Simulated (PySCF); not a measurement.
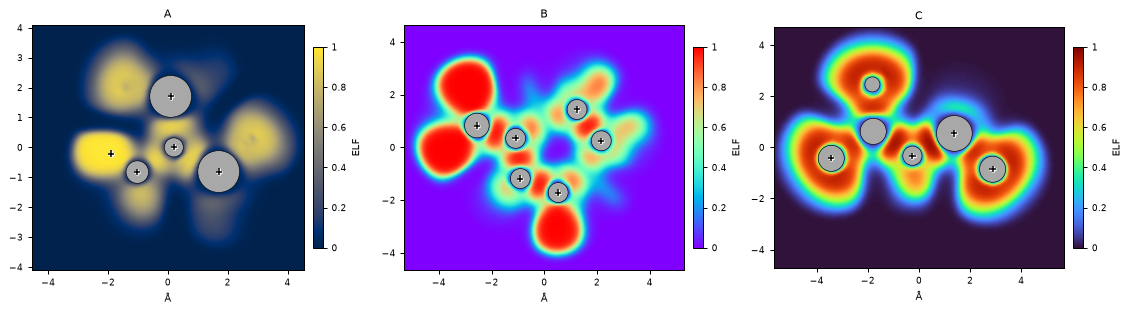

The electron localisation function of 3 systems, each on a plane through atoms (crosses mark nuclei in the plane; grey discs cover the cores).

These are results of PySCF 2.14.0, PBE0/pcSseg-1, SCF density, gas phase, non-relativistic, not measurements.

System 1: CH2Cl6Si2, the plane of atoms C5, Si6 and Cl8. Geometry: PBE0-D3(BJ)/def2-SVP.

```xyz
11

Si    1.1379    0.8259    0.8002
Cl    1.5256    2.8382    0.8782
Cl    0.4738    0.2275    2.6386
Cl    2.8762   -0.1599    0.3719
C    -0.1316    0.5111   -0.5189
Si   -1.0417   -1.1086   -0.5325
Cl    0.2128   -2.6906   -0.2040
Cl   -1.9330   -1.3534   -2.3623
Cl   -2.4988   -1.1101    0.9001
H     0.3731    0.6303   -1.4932
H    -0.8962    1.3040   -0.4473
```

System 2: C7H15B (SMILES BC1CCCCCC1), the plane of atoms B1, C2 and C8. Geometry: PBE0-D3(BJ)/def2-SVP.

```xyz
23

B     2.5448    1.9968    1.0080
C     1.1886    1.3077    0.7210
C     0.1700    2.0678   -0.1381
C    -1.2561    2.0554    0.4105
C    -1.9929    0.7213    0.3692
C    -1.2699   -0.4748    0.9859
C    -0.0476   -0.9314    0.1893
C     1.2670   -0.2093    0.4927
H     2.6663    3.1971    0.8909
H     3.4675    1.3593    1.4693
H     0.8670    1.4649    1.7924
H     0.4913    3.1176   -0.2281
H     0.1863    1.6638   -1.1666
H    -1.2213    2.4165    1.4553
H    -1.8594    2.7990   -0.1375
H    -2.9685    0.8516    0.8674
H    -2.2257    0.4709   -0.6823
H    -0.9878   -0.2562    2.0325
H    -1.9865   -1.3105    1.0422
H     0.1179   -2.0095    0.3498
H    -0.2854   -0.8331   -0.8844
H     1.9648   -0.4120   -0.3378
H     1.7375   -0.6613    1.3818
```

System 3: CH3F6NSi2, the plane of atoms Si1, N5 and Si7. Geometry: PBE0-D3(BJ)/def2-SVP.

```yaml
atoms:
  - { symbol: Si, position_ang: [-1.5021, 0.6184, -0.2976] }
  - { symbol: F, position_ang: [-2.4127, 0.6706, 1.0142] }
  - { symbol: F, position_ang: [-1.2584, 2.0925, -0.8592] }
  - { symbol: F, position_ang: [-2.3401, -0.2012, -1.3829] }
  - { symbol: N, position_ang: [0.0139, -0.0719, 0.0624] }
  - { symbol: C, position_ang: [0.0286, -1.3033, 0.8739] }
  - { symbol: Si, position_ang: [1.4721, 0.5998, -0.5185] }
  - { symbol: F, position_ang: [1.3611, 0.9706, -2.0671] }
  - { symbol: F, position_ang: [1.9217, 1.9297, 0.2415] }
  - { symbol: F, position_ang: [2.6340, -0.4786, -0.3100] }
  - { symbol: H, position_ang: [-0.6034, -1.1841, 1.7658] }
  - { symbol: H, position_ang: [1.0497, -1.5283, 1.2057] }
  - { symbol: H, position_ang: [-0.3338, -2.1663, 0.2939] }
```

> Match each panel to its system.

Panel A is system 3, CH3F6NSi2: the plane holds Si, N, C and H. C–N (1.47 Å): the ELF peaks at about 0.90 between the atoms: a shared electron pair. Panel B is system 2, C7H15B: the plane holds B and C. C–C (1.52 Å): the ELF peaks at about 0.95 between the atoms; a covalent bond. Panel C is system 1, CH2Cl6Si2: the plane holds Cl, C and Si. C–Si (1.86 Å): the ELF peaks at about 0.95 between the atoms, as expected for a shared electron pair.
